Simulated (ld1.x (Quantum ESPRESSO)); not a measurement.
**Ti: generating and testing a TM potential**

Aim: build the potential from the settings below, then test how well it stands in for the atom: other configurations, scattering, ghost states and the plane-wave cutoff that it needs.

The numbers are computed with ld1.x (Quantum ESPRESSO) 7.5 (PBE, scalar-relativistic, spin-unpolarised reference atom).

### 1 Starting point

Typed settings, in words:

```
element                 : titanium (Ti, Z = 22)
type                    : norm-conserving Troullier–Martins (Kleinman–Bylander form)
frozen core             : [Ne] 3s2
valence charge          : 10
reference configuration : 3p6 3d2 4s2 4p0
partial waves           : 3p (bound): rc 1.10 bohr; 3d (bound): rc 1.65 bohr; 4s (bound): rc 2.15 bohr
local potential         : the s channel
core correction         : Bessel-smoothed model core inside 0.70 bohr
```

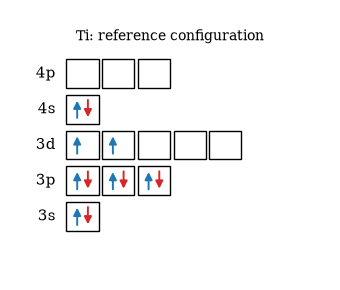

The outer shells as boxes. The arrows follow Hund's rule for the drawing; the calculation itself is spin-unpolarised.

An earlier all-electron run gives the scale for the radii.

All-electron outer shells of the reference configuration (PBE, scalar-relativistic, ld1.x):

| shell | level (eV) | outermost node (bohr) | outermost maximum (bohr) |
| --- | --- | --- | --- |
| 2p | -444.26 | – | 0.22 |
| 3s | -62.63 | 0.40 | 0.87 |
| 3p | -38.86 | 0.37 | 0.90 |
| 4s | -4.47 | 1.24 | 2.92 |
| 3d | -4.26 | – | 0.98 |
| 4p | -1.47 | 1.39 | 3.80 |

### 2 Generation

Contents of Ti.in:

```
 &input
   title='Ti', zed=22., rel=1, dft='PBE', iswitch=3,
   config='[Ar] 3d2 4s2 4p0',
   nld=3, rlderiv=2.35, eminld=-5.0, emaxld=5.0, deld=0.02
 /
 &inputp
   pseudotype=2, tm=.true., lloc=0,
   nlcc=.true., new_core_ps=.true., rcore=0.70,
   file_pseudopw='Ti.UPF', file_wfcaegen='ae.wfc', file_wfcncgen='nc.wfc', file_beta='beta', file_chi='chi'
 /
3
3P  2  1   6.00   0.00  1.10  1.10  0.0
3D  3  2   2.00   0.00  1.65  1.65  0.0
4S  1  0   2.00   0.00  2.15  2.15  0.0
 &test
   configts(1)='3p6 3d2 4s2 4p0'
 /
```

Started as:

```bash
ld1.x < Ti.in > Ti.out
```

The output, Ti.out (without the banner and most projector matrices):

```text
     Program LD1 v.7.5
     --------------------------- All-electron run ----------------------------

     Ti
     scalar relativistic calculation

     atomic number is 22.00
     dft =PBE   lsd =0 sic =0 latt =0  beta=0.20 tr2=1.0E-14
     Exchange-correlation= PBE
                           (   1   4   3   4   0   0   0)
     mesh =1177 r(mesh) = 100.37945 a.u. xmin = -7.00 dx = 0.01250
     1 Ry =  13.60569312 eV, c = 137.03599908

     n l     nl                  e(Ry)          e(Ha)          e(eV)
     1 0     1S 1( 2.00)      -357.8563      -178.9282     -4868.8833
     2 0     2S 1( 2.00)       -39.4641       -19.7321      -536.9370
     2 1     2P 1( 6.00)       -32.6525       -16.3262      -444.2596
     3 0     3S 1( 2.00)        -4.6035        -2.3017       -62.6334
     3 1     3P 1( 6.00)        -2.8562        -1.4281       -38.8608
     3 2     3D 1( 2.00)        -0.3130        -0.1565        -4.2588
     4 0     4S 1( 2.00)        -0.3283        -0.1641        -4.4667
     4 1     4P 1( 0.00)        -0.1078        -0.0539        -1.4663

     final scf error:  4.3E-15 reached in  24 iterations

     Etot =   -1707.131133 Ry,    -853.565567 Ha,  -23226.702321 eV

     Ekin =    1721.499962 Ry,     860.749981 Ha,   23422.200193 eV
     Encl =   -4058.485530 Ry,   -2029.242765 Ha,  -55218.508665 eV
     Eh   =     713.696309 Ry,     356.848154 Ha,    9710.332963 eV
     Exc  =     -83.841874 Ry,     -41.920937 Ha,   -1140.726812 eV

     normalization and overlap integrals

     s(1S/1S) =  1.000000  <r> =   0.0696  <r2> =    0.0065  r(max) =   0.0455
     s(2S/2S) =  1.000000  <r> =   0.3249  <r2> =    0.1249  r(max) =   0.2682
     s(2P/2P) =  1.000000  <r> =   0.2899  <r2> =    0.1037  r(max) =   0.2196
     s(3S/3S) =  1.000000  <r> =   1.0069  <r2> =    1.1699  r(max) =   0.8685
     s(3P/3P) =  1.000000  <r> =   1.0860  <r2> =    1.3907  r(max) =   0.9016
     s(3D/3D) =  1.000000  <r> =   1.6171  <r2> =    3.5729  r(max) =   0.9841
     s(4S/4S) =  1.000000  <r> =   3.5139  <r2> =   14.2499  r(max) =   2.9196
     s(4P/4P) =  1.000000  <r> =   4.8655  <r2> =   27.9402  r(max) =   3.7960

     ------------------------ End of All-electron run ------------------------

     --------------------- Generating NC pseudopotential ---------------------

      Generating local pot.: lloc=0, matching radius rcloc =   2.1500

      Computing core charge for nlcc:

       r > 0.70 : true rho core
      Core charge pseudized with two Bessel functions
      Integrated core pseudo-charge :   3.89

      Wfc   3P  rcut= 1.088  Using Troullier-Martins method

      Wfc   3D  rcut= 1.664  Using Troullier-Martins method

     ------------------- End of pseudopotential generation -------------------

     [... the all-electron block is printed once more ...]


     Computing logarithmic derivative in   2.34604
     Computing logarithmic derivative in   2.34604
     Computing the partial wave expansion
       no projector for channel:   0
     R is outside the sphere for l=    1 j= 0.00
     R is outside the sphere for l=    2 j= 0.00

     ---------------------- Testing the pseudopotential ----------------------

     Ti
     scalar relativistic calculation

     atomic number is 22.00   valence charge is 10.00
     dft =PBE   lsd =0 sic =0 latt =0  beta=0.20 tr2=1.0E-14
     mesh =1177 r(mesh) = 100.37945 xmin = -7.00 dx = 0.01250

     n l     nl             e AE (Ry)        e PS (Ry)    De AE-PS (Ry)
     2 1     3P   1( 6.00)       -2.85621       -2.85626        0.00005
     3 2     3D   1( 2.00)       -0.31302       -0.31302        0.00000
     1 0     4S   1( 2.00)       -0.32830       -0.32830       -0.00000
     3 1     4P   1( 0.00)       -0.10777       -0.07815       -0.02962  !

     eps = 6.5E-15  iter = 20

     Etot =   -1707.131133 Ry,    -853.565567 Ha,  -23226.702321 eV
     Etotps =   -82.163633 Ry,     -41.081816 Ha,   -1117.893172 eV

     Ekin =      41.829113 Ry,      20.914556 Ha,     569.114071 eV
     Encl =    -105.674071 Ry,     -52.837036 Ha,   -1437.768984 eV
     Ehrt =      59.752967 Ry,      29.876484 Ha,     812.980535 eV
     Ecxc =     -18.942375 Ry,      -9.471188 Ha,    -257.724147 eV
     (Ecc =      -6.211719 Ry,      -3.105860 Ha,     -84.514749 eV)
     Epseu=     -59.129266 Ry,     -29.564633 Ha,    -804.494647 eV

     ---------------------- End of pseudopotential test ----------------------
```

It took 2.4 s on 1 thread, shared host. This counts the later configuration tests of the new file too.

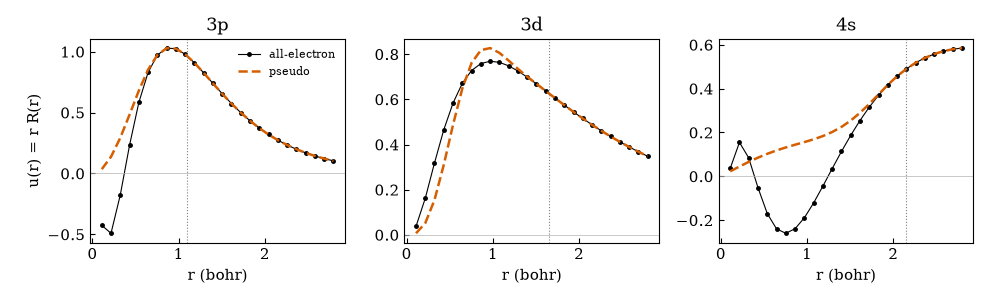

Bound waves of the atom and their pseudo partners (3p, 3d, 4s), with the matching radii dotted. The curves join 26 sampled radii, too few to resolve the innermost nodes.

### 3 Transferability test

Contents of Ti.test.in:

```
 &input
   title='Ti', zed=22., rel=1, dft='PBE', iswitch=2,
   config='[Ar] 3d2 4s2 4p0'
 /
 &test
   file_pseudo='Ti.UPF', nconf=8,
   configts(1)='3p6 3d2 4s2 4p0',
   configts(2)='3p6 3d2 4s1 4p0',
   configts(3)='3p6 3d2 4s0 4p0',
   configts(4)='3p6 3d1 4s0 4p0',
   configts(5)='3p6 3d3 4s1 4p0',
   configts(6)='3p6 3d1 4s2 4p1',
   configts(7)='3p6 3d2 4s0 4p1',
   configts(8)='3p6 3d2.5 4s1.5 4p0'
 /
```

Started as:

```bash
ld1.x < Ti.test.in > Ti.test.out
```

Ti.test.out, the pseudopotential blocks:

```text
     ---------------------- Testing the pseudopotential ----------------------

     Ti
     scalar relativistic calculation

     atomic number is 22.00   valence charge is 10.00
     dft =PBE   lsd =0 sic =0 latt =0  beta=0.20 tr2=1.0E-14
     mesh =1177 r(mesh) = 100.37945 xmin = -7.00 dx = 0.01250

     n l     nl             e AE (Ry)        e PS (Ry)    De AE-PS (Ry)
     2 1     3P   1( 6.00)       -2.85621       -2.85626        0.00005
     3 2     3D   1( 2.00)       -0.31302       -0.31302        0.00000
     1 0     4S   1( 2.00)       -0.32830       -0.32830       -0.00000
     3 1     4P   1( 0.00)       -0.10777       -0.07815       -0.02962  !

     eps = 4.6E-15  iter = 23

     Etot =   -1707.131133 Ry,    -853.565567 Ha,  -23226.702321 eV
     Etotps =   -82.163632 Ry,     -41.081816 Ha,   -1117.893165 eV

     Ekin =      41.829114 Ry,      20.914557 Ha,     569.114084 eV
     Encl =    -105.674071 Ry,     -52.837036 Ha,   -1437.768984 eV
     Ehrt =      59.752967 Ry,      29.876484 Ha,     812.980536 eV
     Ecxc =     -18.942375 Ry,      -9.471188 Ha,    -257.724147 eV
     (Ecc =      -6.211719 Ry,      -3.105860 Ha,     -84.514749 eV)
     Epseu=     -59.129266 Ry,     -29.564633 Ha,    -804.494653 eV

     ---------------------- End of pseudopotential test ----------------------

     ---------------------- Testing the pseudopotential ----------------------

     Ti
     scalar relativistic calculation

     atomic number is 22.00   valence charge is 10.00
     dft =PBE   lsd =0 sic =0 latt =0  beta=0.20 tr2=1.0E-14
     mesh =1177 r(mesh) = 100.37945 xmin = -7.00 dx = 0.01250

     n l     nl             e AE (Ry)        e PS (Ry)    De AE-PS (Ry)
     2 1     3P   1( 6.00)       -3.39209       -3.38706       -0.00503  !
     3 2     3D   1( 2.00)       -0.83550       -0.83254       -0.00296
     1 0     4S   1( 1.00)       -0.76075       -0.76110        0.00034
     3 1     4P   1( 0.00)       -0.48549       -0.42777       -0.05772  !

     eps = 8.6E-15  iter = 20

     Etot =   -1706.591160 Ry,    -853.295580 Ha,  -23219.355615 eV
     Etotps =   -81.623520 Ry,     -40.811760 Ha,   -1110.544565 eV
     dEtot_ae =       0.539973 Ry
     dEtot_ps =       0.540112 Ry,   Delta E=      -0.000139 Ry

     Ekin =      42.195622 Ry,      21.097811 Ha,     574.100690 eV
     Encl =    -100.255660 Ry,     -50.127830 Ha,   -1364.047748 eV
     Ehrt =      54.787673 Ry,      27.393836 Ha,     745.424263 eV
     Ecxc =     -18.645100 Ry,      -9.322550 Ha,    -253.679513 eV
     (Ecc =      -6.211719 Ry,      -3.105860 Ha,     -84.514749 eV)
     Epseu=     -59.706055 Ry,     -29.853027 Ha,    -812.342256 eV

     ---------------------- End of pseudopotential test ----------------------

     ---------------------- Testing the pseudopotential ----------------------

     Ti
     scalar relativistic calculation

     atomic number is 22.00   valence charge is 10.00
     dft =PBE   lsd =0 sic =0 latt =0  beta=0.20 tr2=1.0E-14
     mesh =1177 r(mesh) = 100.37945 xmin = -7.00 dx = 0.01250

     n l     nl             e AE (Ry)        e PS (Ry)    De AE-PS (Ry)
     2 1     3P   1( 6.00)       -4.02515       -4.01957       -0.00558  !
     3 2     3D   1( 2.00)       -1.44648       -1.44406       -0.00242
     1 0     4S   1( 0.00)       -1.24186       -1.24561        0.00374
     3 1     4P   1( 0.00)       -0.91224       -0.81806       -0.09418  !

     eps = 3.1E-15  iter =  7

     Etot =   -1705.593615 Ry,    -852.796807 Ha,  -23205.783316 eV
     Etotps =   -80.624395 Ry,     -40.312198 Ha,   -1096.950777 eV
     dEtot_ae =       1.537519 Ry
     dEtot_ps =       1.539237 Ry,   Delta E=      -0.001719 Ry

     Ekin =      42.610302 Ry,      21.305151 Ha,     579.742690 eV
     Encl =     -93.911814 Ry,     -46.955907 Ha,   -1277.735322 eV
     Ehrt =      49.442130 Ry,      24.721065 Ha,     672.694453 eV
     Ecxc =     -18.328624 Ry,      -9.164312 Ha,    -249.373640 eV
     (Ecc =      -6.211719 Ry,      -3.105860 Ha,     -84.514749 eV)
     Epseu=     -60.436389 Ry,     -30.218194 Ha,    -822.278959 eV

     ---------------------- End of pseudopotential test ----------------------

     ---------------------- Testing the pseudopotential ----------------------

     Ti
     scalar relativistic calculation

     atomic number is 22.00   valence charge is 10.00
     dft =PBE   lsd =0 sic =0 latt =0  beta=0.20 tr2=1.0E-14
     mesh =1177 r(mesh) = 100.37945 xmin = -7.00 dx = 0.01250

     n l     nl             e AE (Ry)        e PS (Ry)    De AE-PS (Ry)
     2 1     3P   1( 6.00)       -5.21266       -5.24832        0.03567  !
     3 2     3D   1( 1.00)       -2.54976       -2.56829        0.01853  !
     1 0     4S   1( 0.00)       -1.94362       -1.96914        0.02552  !
     3 1     4P   1( 0.00)       -1.53584       -1.35732       -0.17852  !

     eps = 9.8E-15  iter =  7

     Etot =   -1703.612957 Ry,    -851.806479 Ha,  -23178.835094 eV
     Etotps =   -78.634562 Ry,     -39.317281 Ha,   -1069.877723 eV
     dEtot_ae =       3.518176 Ry
     dEtot_ps =       3.529070 Ry,   Delta E=      -0.010894 Ry

     Ekin =      37.532936 Ry,      18.766468 Ha,     510.661607 eV
     Encl =     -84.118866 Ry,     -42.059433 Ha,   -1144.495476 eV
     Ehrt =      40.123378 Ry,      20.061689 Ha,     545.906364 eV
     Ecxc =     -17.177684 Ry,      -8.588842 Ha,    -233.714295 eV
     (Ecc =      -6.211719 Ry,      -3.105860 Ha,     -84.514749 eV)
     Epseu=     -54.994326 Ry,     -27.497163 Ha,    -748.235922 eV

     ---------------------- End of pseudopotential test ----------------------

     ---------------------- Testing the pseudopotential ----------------------

     Ti
     scalar relativistic calculation

     atomic number is 22.00   valence charge is 10.00
     dft =PBE   lsd =0 sic =0 latt =0  beta=0.20 tr2=1.0E-14
     mesh =1177 r(mesh) = 100.37945 xmin = -7.00 dx = 0.01250

     n l     nl             e AE (Ry)        e PS (Ry)    De AE-PS (Ry)
     2 1     3P   1( 6.00)       -2.62424       -2.60594       -0.01830  !
     3 2     3D   1( 3.00)       -0.14076       -0.13332       -0.00744  !
     1 0     4S   1( 1.00)       -0.27407       -0.27909        0.00502  !
     3 1     4P   1( 0.00)       -0.08211       -0.06445       -0.01766  !

     eps = 6.4E-15  iter = 18

     Etot =   -1707.049855 Ry,    -853.524927 Ha,  -23225.596471 eV
     Etotps =   -82.074875 Ry,     -41.037438 Ha,   -1116.685566 eV
     dEtot_ae =       0.081279 Ry
     dEtot_ps =       0.088757 Ry,   Delta E=      -0.007478 Ry

     Ekin =      44.580421 Ry,      22.290210 Ha,     606.547523 eV
     Encl =    -107.060548 Ry,     -53.530274 Ha,   -1456.632965 eV
     Ehrt =      61.846010 Ry,      30.923005 Ha,     841.457834 eV
     Ecxc =     -19.291455 Ry,      -9.645728 Ha,    -262.473617 eV
     (Ecc =      -6.211719 Ry,      -3.105860 Ha,     -84.514749 eV)
     Epseu=     -62.149303 Ry,     -31.074651 Ha,    -845.584341 eV

     ---------------------- End of pseudopotential test ----------------------

     ---------------------- Testing the pseudopotential ----------------------

     Ti
     scalar relativistic calculation

     atomic number is 22.00   valence charge is 10.00
     dft =PBE   lsd =0 sic =0 latt =0  beta=0.20 tr2=1.0E-14
     mesh =1177 r(mesh) = 100.37945 xmin = -7.00 dx = 0.01250

     n l     nl             e AE (Ry)        e PS (Ry)    De AE-PS (Ry)
     2 1     3P   1( 6.00)       -3.30341       -3.38332        0.07992  !
     3 2     3D   1( 1.00)       -0.68514       -0.74813        0.06299  !
     1 0     4S   1( 2.00)       -0.45729       -0.48742        0.03013  !
     3 1     4P   1( 1.00)       -0.18855       -0.15598       -0.03257  !

     eps = 7.6E-15  iter = 13

     Etot =   -1706.787734 Ry,    -853.393867 Ha,  -23222.030139 eV
     Etotps =   -81.759088 Ry,     -40.879544 Ha,   -1112.389056 eV
     dEtot_ae =       0.343399 Ry
     dEtot_ps =       0.404545 Ry,   Delta E=      -0.061145 Ry

     Ekin =      37.678682 Ry,      18.839341 Ha,     512.644588 eV
     Encl =    -102.277192 Ry,     -51.138596 Ha,   -1391.552090 eV
     Ehrt =      55.440768 Ry,      27.720384 Ha,     754.310079 eV
     Ecxc =     -18.296058 Ry,      -9.148029 Ha,    -248.930545 eV
     (Ecc =      -6.211719 Ry,      -3.105860 Ha,     -84.514749 eV)
     Epseu=     -54.305288 Ry,     -27.152644 Ha,    -738.861089 eV

     ---------------------- End of pseudopotential test ----------------------

     ---------------------- Testing the pseudopotential ----------------------

     Ti
     scalar relativistic calculation

     atomic number is 22.00   valence charge is 10.00
     dft =PBE   lsd =0 sic =0 latt =0  beta=0.20 tr2=1.0E-14
     mesh =1177 r(mesh) = 100.37945 xmin = -7.00 dx = 0.01250

     n l     nl             e AE (Ry)        e PS (Ry)    De AE-PS (Ry)
     2 1     3P   1( 6.00)       -3.48181       -3.53312        0.05131  !
     3 2     3D   1( 2.00)       -0.91683       -0.96523        0.04840  !
     1 0     4S   1( 0.00)       -0.81019       -0.84035        0.03016  !
     3 1     4P   1( 1.00)       -0.53050       -0.49396       -0.03654  !

     eps = 5.7E-15  iter = 15

     Etot =   -1706.313609 Ry,    -853.156804 Ha,  -23215.579331 eV
     Etotps =   -81.283499 Ry,     -40.641749 Ha,   -1105.918341 eV
     dEtot_ae =       0.817525 Ry
     dEtot_ps =       0.880133 Ry,   Delta E=      -0.062609 Ry

     Ekin =      42.807323 Ry,      21.403661 Ha,     582.423294 eV
     Encl =     -98.860393 Ry,     -49.430197 Ha,   -1345.064174 eV
     Ehrt =      53.542930 Ry,      26.771465 Ha,     728.488678 eV
     Ecxc =     -18.543346 Ry,      -9.271673 Ha,    -252.295072 eV
     (Ecc =      -6.211719 Ry,      -3.105860 Ha,     -84.514749 eV)
     Epseu=     -60.230012 Ry,     -30.115006 Ha,    -819.471066 eV

     ---------------------- End of pseudopotential test ----------------------

     ---------------------- Testing the pseudopotential ----------------------

     Ti
     scalar relativistic calculation

     atomic number is 22.00   valence charge is 10.00
     dft =PBE   lsd =0 sic =0 latt =0  beta=0.20 tr2=1.0E-14
     mesh =1177 r(mesh) = 100.37945 xmin = -7.00 dx = 0.01250

     n l     nl             e AE (Ry)        e PS (Ry)    De AE-PS (Ry)
     2 1     3P   1( 6.00)       -2.72338       -2.71104       -0.01234  !
     3 2     3D   1( 2.50)       -0.21215       -0.20596       -0.00619  !
     1 0     4S   1( 1.50)       -0.29708       -0.29890        0.00182
     3 1     4P   1( 0.00)       -0.09238       -0.06914       -0.02324  !

     eps = 7.7E-15  iter = 14

     Etot =   -1707.105206 Ry,    -853.552603 Ha,  -23226.349556 eV
     Etotps =   -82.135535 Ry,     -41.067768 Ha,   -1117.510890 eV
     dEtot_ae =       0.025928 Ry
     dEtot_ps =       0.028097 Ry,   Delta E=      -0.002169 Ry

     Ekin =      43.409959 Ry,      21.704979 Ha,     590.622578 eV
     Encl =    -106.482209 Ry,     -53.241105 Ha,   -1448.764264 eV
     Ehrt =      60.959361 Ry,      30.479680 Ha,     829.394358 eV
     Ecxc =     -19.143121 Ry,      -9.571561 Ha,    -260.455434 eV
     (Ecc =      -6.211719 Ry,      -3.105860 Ha,     -84.514749 eV)
     Epseu=     -60.879524 Ry,     -30.439762 Ha,    -828.308127 eV

     ---------------------- End of pseudopotential test ----------------------
```

Energies count from the reference configuration 3p6 3d2 4s2 4p0; the error is all-electron less pseudo.

| valence configuration | charge | ΔE all-electron (eV) | error AE − PS (meV) |
| --- | --- | --- | --- |
| 3p6 3d2 4s1 4p0 | +1 | 7.347 | -1.9 |
| 3p6 3d2 4s0 4p0 | +2 | 20.919 | -23 |
| 3p6 3d1 4s0 4p0 | +3 | 47.867 | -148 |
| 3p6 3d3 4s1 4p0 | 0 | 1.106 | -102 |
| 3p6 3d1 4s2 4p1 | 0 | 4.672 | -832 |
| 3p6 3d2 4s0 4p1 | +1 | 11.123 | -852 |
| 3p6 3d2.5 4s1.5 4p0 | 0 | 0.353 | -30 |

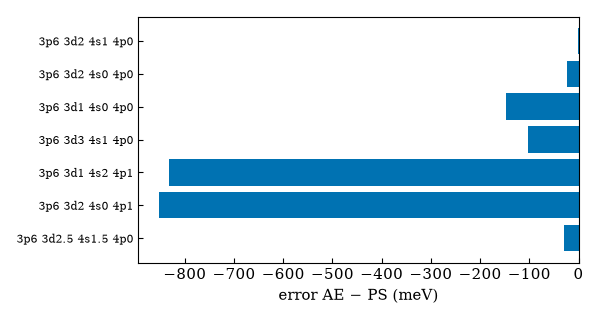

Error of the potential in each test configuration.

### 4 Scattering by logarithmic derivatives

Taken from the files of the generation run. The phase is arctan(r·u′/u) with u = r·R, unwrapped, with energies in Ry. A pole is an energy at which the radial function vanishes at the test radius. The pseudo phase is shifted by a multiple of π to meet the all-electron one at the reference energy. Levels narrower than the energy grid can be missing from the poles. The last column is the largest difference on the grid between −1 and +1 Ry.

| channel | radius (bohr) | reference (Ry) | poles AE | poles PS | window around the reference with phases within 0.05 rad (Ry) | largest difference near zero (rad) |
| --- | --- | --- | --- | --- | --- | --- |
| s | 2.35 | -0.33 | -4.53, 3.74 | 1.84 | -4.0 to 0.2 | 0.158 |
| p | 2.35 | -2.86 | -2.72, 4.75 | -2.71 | -3.0 to -1.2 | 0.832 |
| d | 2.35 | -0.31 | 0.13 | 0.18 | below 0.5 | 0.088 |

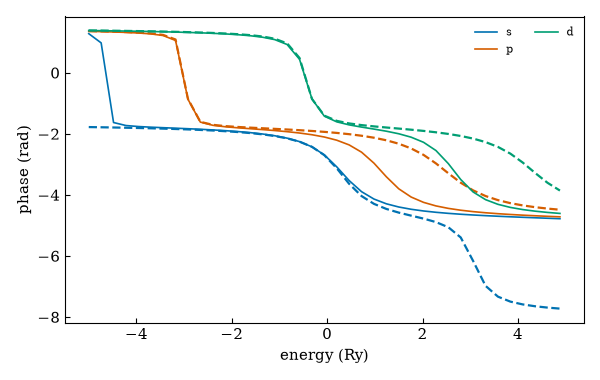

All-electron (solid) and pseudo (dashed) phases against energy.

### 5 Cutoff and ghost test in a Bessel basis

A separate test, outside the generator: the pseudo-atom's Hamiltonian at the reference potential is diagonalised in spherical Bessel functions j_l(qr) that vanish at 20 bohr, with q² up to the cutoff.

All-electron valence levels (Ry): 3p -2.8562, 4p -0.1078, 3d -0.3130, 4s -0.3283. The lowest levels of each channel (Ry) by cutoff; the last column sums, over occupied levels, occupation times the distance from the level at 400 Ry. A positive value at high cutoff is not a bound level.

```
cutoff (Ry)     p #1     p #2     d #1     s #1    f #1  Σ f·Δε (mRy)
          8  -0.9779  -0.0434   0.0415  -0.3160  0.1041       12003.4
         18  -2.5723  -0.0755   0.0401  -0.3271  0.1041        2412.4
         40  -2.8471  -0.0780  -0.1556  -0.3281  0.1041         369.9
         60  -2.8506  -0.0780  -0.3019  -0.3282  0.1041          56.2
         80  -2.8552  -0.0781  -0.3126  -0.3283  0.1041           7.2
        110  -2.8561  -0.0781  -0.3129  -0.3283  0.1041           1.3
        140  -2.8561  -0.0781  -0.3130  -0.3283  0.1041           0.8
        180  -2.8562  -0.0781  -0.3130  -0.3283  0.1041           0.1
        400  -2.8562  -0.0781  -0.3130  -0.3283  0.1041           0.0
```

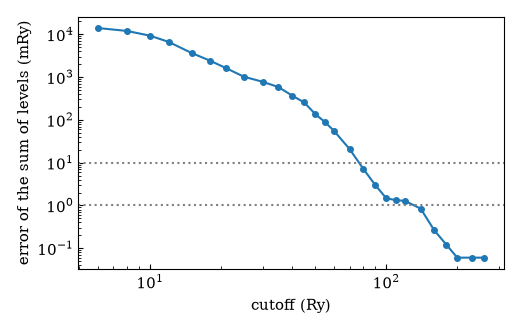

Occupation-weighted error of the valence levels against the cutoff; the dotted lines mark 10 and 1 mRy.

The sum stays within 10 mRy from 80 Ry and within 1 mRy from 140 Ry. The sum leaves out empty levels, which can need more. Ghost test: no level below the all-electron spectrum of its channel (p, d, s, f tested).

### 6 Outcome

```
                                                quantity                          value
               cutoffs for 10 and 1 mRy, occupied levels               80 Ry and 140 Ry
                                            bound ghosts                     none found
                            largest test error (AE − PS)  -852 meV, for 3p6 3d2 4s0 4p1
largest phase difference near zero energy, channels read                      0.832 rad
```

What this shows: The worst unpolarised test, 3p6 3d2 4s0 4p1, is off by 852 meV on 11.1 eV; by total energies transferability rates as poor. The potential is hard: the looser tolerance needs 80 Ry. It is free of bound ghosts as far as tested. Of the channels read, p scatters worst near zero energy, by up to 0.83 rad. All of this concerns the isolated atom, not yet a solid.
